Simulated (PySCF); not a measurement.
# C6H4FN: the cost of one run

The runs use PySCF 2.14.0, with density-fitted response routines of our own; the level of theory stands in each step. All values are computed, except where a source is named. Atoms are numbered from 0 throughout.

### Step 1. The molecule as given

12 atoms, charge 0, multiplicity 1; geometry from: GFN2-xTB.

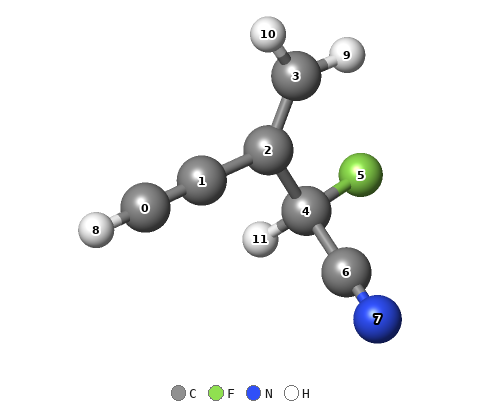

The starting geometry (carbon grey, fluorine green, nitrogen blue, hydrogen white), atoms numbered.

### Step 2. Ultraviolet spectrum: B3LYP/def2-SVPD

What the job is given:

```
{"job": {"kind": "uv", "xc": "B3LYP", "basis": "def2-SVPD", "nstates": 8, "ntriplets": 3}, "charge": 0, "multiplicity": 1}
C     -1.997070    -1.529802     0.185970
C     -1.189047    -0.642426     0.198676
C     -0.222917     0.392514     0.188550
C     -0.211175     1.391483     1.064410
C      0.820989     0.250372    -0.907254
F      1.580503     1.390748    -1.031881
C      1.677540    -0.883284    -0.588745
N      2.335618    -1.772689    -0.308338
H     -2.711354    -2.297973     0.195972
H      0.541952     2.159454     1.030180
H     -0.963710     1.465182     1.829371
H      0.339868     0.075734    -1.882937
```

With the program's defaults for keys left out, this is: TDDFT B3LYP/def2-SVPD, vertical, gas phase, core orbitals frozen in the response.

Run with:

```bash
$ OMP_NUM_THREADS=1 python probes_run.py task.json out
```

The driver reads the jobs from task.json and runs them one after another.

**Question.** How long does this job take on 1 thread of Arm Neoverse V2, shared host, and how much memory does it need?

About 28 s, with a peak of 0.84 GiB.
